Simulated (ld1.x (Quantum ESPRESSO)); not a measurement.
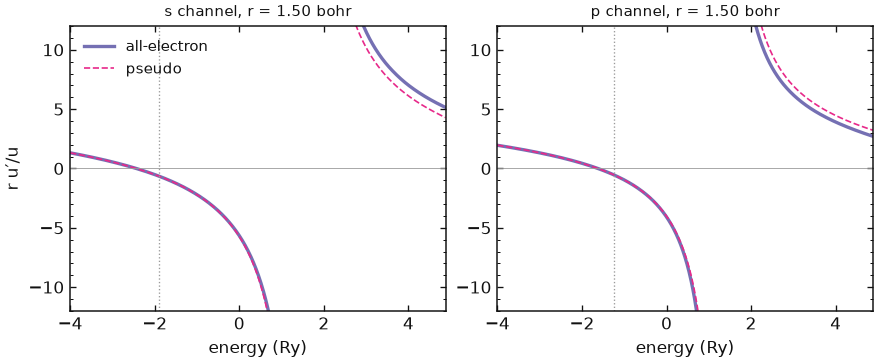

Logarithmic derivatives r u′/u at the test radius against energy, all-electron atom (solid) and pseudo-atom (dashed). Here u = r R(r). The dotted line marks the reference energy of the channel.

Carbon (C), norm-conserving Troullier–Martins (Kleinman–Bylander form), made with ld1.x (Quantum ESPRESSO) 7.5 (PBE, non-relativistic). Core [He], reference 2s2 2p1 (charge +1). Waves: 2s (bound): rc 1.30 bohr; 2p (bound): rc 1.35 bohr. Local part: the p channel. Core correction: Bessel-smoothed model core inside 0.75 bohr.

Where do the curves cross zero?

Answer. s: all-electron -2.4 Ry, pseudo -2.4 Ry; p: all-electron -1.6 Ry, pseudo -1.6 Ry.

Where are the poles, the energies at which the radial function vanishes at the test radius?

Answer. s: all-electron at 1.6 Ry, pseudo at 1.6 Ry; p: all-electron at 1.3 Ry, pseudo at 1.4 Ry.

Is there a sign of a ghost state?

Answer. The plot shows none: pseudo and all-electron curves have the same branches in all channels drawn. The separate test gives: no ghost state below the valence levels in the s, p, d, f channels.
